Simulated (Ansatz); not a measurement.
C3H8O2Si

| atom | x (Å) | y (Å) | z (Å) |
| --- | --- | --- | --- |
| C | -0.0557 | -2.8028 | -0.1022 |
| C | 0.5377 | -1.6522 | 0.2758 |
| O | 0.1224 | -0.4190 | -0.1460 |
| Si | 0.7703 | 1.1115 | 0.4700 |
| C | 0.0477 | 2.2195 | -0.9319 |
| O | -1.1789 | 1.2699 | 1.5357 |
| H | -0.9159 | -2.8032 | -0.7882 |
| H | 0.3298 | -3.7636 | 0.2646 |
| H | 1.4141 | -1.6544 | 0.9557 |
| H | -1.0462 | 0.9307 | 2.4463 |
| H | -0.0939 | 3.2626 | -0.5778 |
| H | 0.7841 | 2.2568 | -1.7654 |
| H | -0.9107 | 1.8448 | -1.3498 |
| H | -1.6277 | 0.5311 | 1.0612 |

Computed with RKS BLYP/def2-SVP (Ansatz).

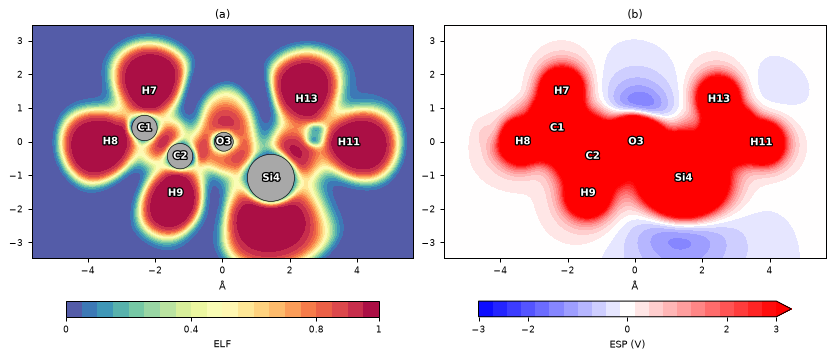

Figure 1. (a) ELF; (b) electrostatic potential on the plane of atoms C2, C1 and H7. Grey discs cover the atomic cores in the ELF map.

Describe what can be read from this map.

Atoms in the plane: C, O, Si and H.
C–C (1.35 Å): the ELF peaks at about 0.95 between the atoms, as expected for a covalent bond.
C–O (1.37 Å): the ELF peaks at about 0.90 between the atoms: a polar covalent bond.
Si–O (1.77 Å): the ELF peaks at about 0.85 between the atoms, as expected for a shared but strongly polarised pair.
C–H (1.10 Å): the ELF climbs to about 1 towards the hydrogen, as it does in any bond to H: a covalent bond by its length.
The ELF also peaks beside Si4 and O3, away from the bonds: lone-pair regions.
Outside the dense part of the molecule the potential is most negative (−1.5 V) near O3.

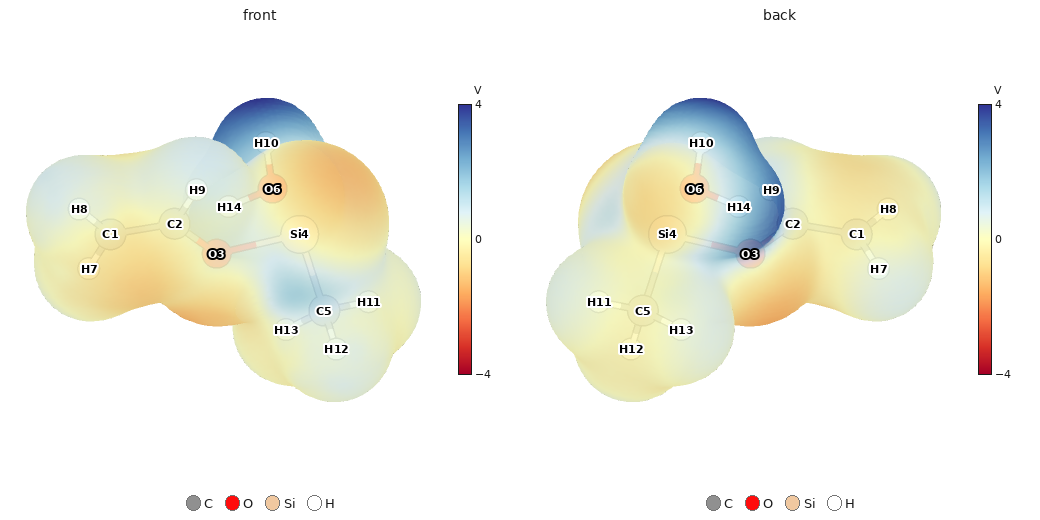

Figure 2. The molecular electrostatic potential painted on the density surface at 0.004 e/bohr³, seen from the front and from behind; red is negative and blue positive.

Which sites attract a positive test charge, and which a negative one?

A positive charge is drawn to the negative regions and a negative charge to the positive ones. The most negative region (about −1.4 V) lies over O3, the most positive (about +3.8 V) over H10. O3 is the likeliest acceptor of a hydrogen bond.

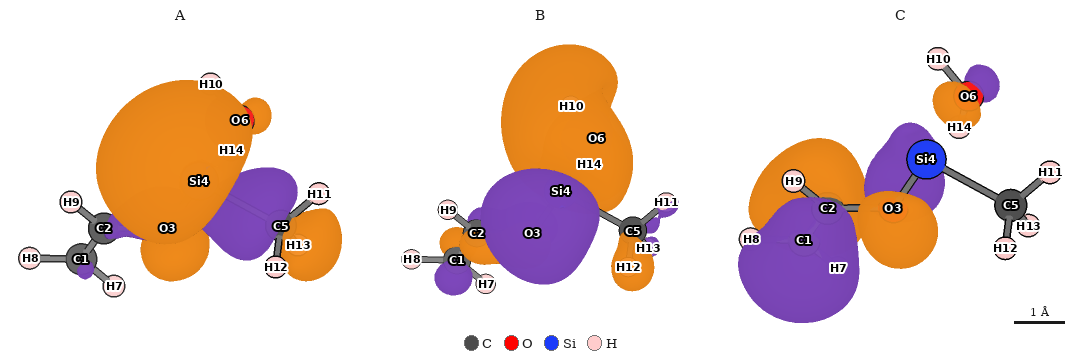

Figure 3. Three frontier orbitals at ±0.08 Å⁻³ᐟ² (orange and purple are the two phases), in no order.

Which picture is the HOMO−1, the HOMO and the LUMO?

C is the HOMO−1 (−5.08 eV). Its weight (Hirshfeld) is mainly on C1 (about 40 %), C2 (about 25 %) and O3 (about 20 %). A is the HOMO (−4.59 eV). By Hirshfeld shares it lies mainly on Si4 (about 65 %), C5 (about 15 %) and O3 (about 10 %). B is the LUMO (−1.10 eV). It lies mainly on Si4 (about 50 %), H10 (about 15 %) and O6 (about 15 %).

What is the HOMO–LUMO gap?

3.49 eV between the orbital energies.

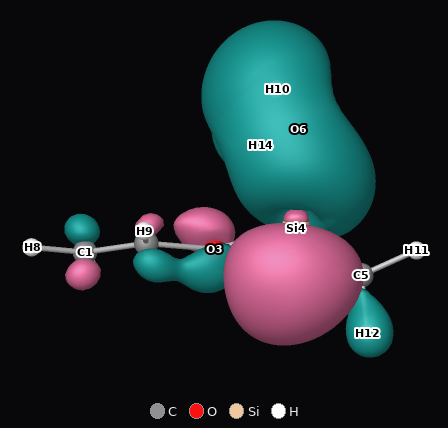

Figure 4. One frontier orbital at ±0.1 Å⁻³ᐟ² (teal and pink are the two phases), seen across its widest extent.

Which orbital is it: HOMO or LUMO?

The LUMO, at −1.10 eV. It lies mainly on Si4 (about 50 %), H10 (about 15 %) and O6 (about 15 %).
